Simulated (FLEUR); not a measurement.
Band structure of Ba (Im-3m, 1 atom in the cell).

```xyz
1
Lattice="-2.5599 2.5599 2.5599 2.5599 -2.5599 2.5599 2.5599 2.5599 -2.5599" Properties=species:S:1:pos:R:3 pbc="T T T"
Ba     0.0000     0.0000     0.0000
```

Level of theory: PBE, all-electron FLAPW (FLEUR), scalar-relativistic valence in FLEUR.

Settings: Kmax = 3.8 1/bohr; GmaxXC = 15.2 1/bohr; xcFunctional = pbe; jspins = 1; l_soc = F; mode = hist; fermiSmearingEnergy = 0.00183747 Htr; mesh (inpgen div1-3) = 12 12 12; inpgen gamma flag = true; Gmax = 15.2 1/bohr; numbands = 0; maxIterBroyd = 25; imix = Anderson; alpha = 0.05.

The starting cell has typed, rounded lattice constants, without a prior relaxation at this level. Its lattice was rescaled by a random factor within 2.5 % of one. Values depend on the basis (sphere radii, cutoffs, local orbitals), which need not be converged.

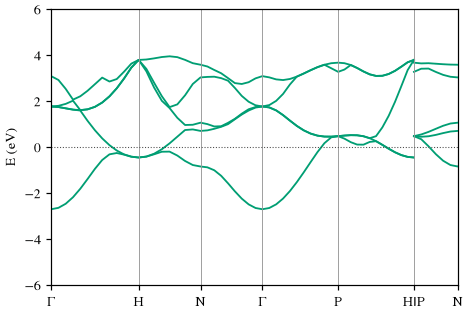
*Bands along the path, energies from the Fermi level.*

Levels in eV from the Fermi level, bands 2 to 8:
| point | 2 | 3 | 4 | 5 | 6 | 7 | 8 |
|---|---|---|---|---|---|---|---|
| Γ | -13.96 | -13.96 | -13.96 | -2.71 | 1.77 | 1.77 | 1.77 |
| H | -14.22 | -14.22 | -14.22 | -0.45 | -0.45 | 3.79 | 3.79 |
| N | -14.33 | -14.08 | -13.96 | -0.85 | 0.70 | 1.06 | 3.03 |
| P | -14.14 | -14.14 | -14.14 | 0.47 | 0.47 | 0.47 | 3.27 |
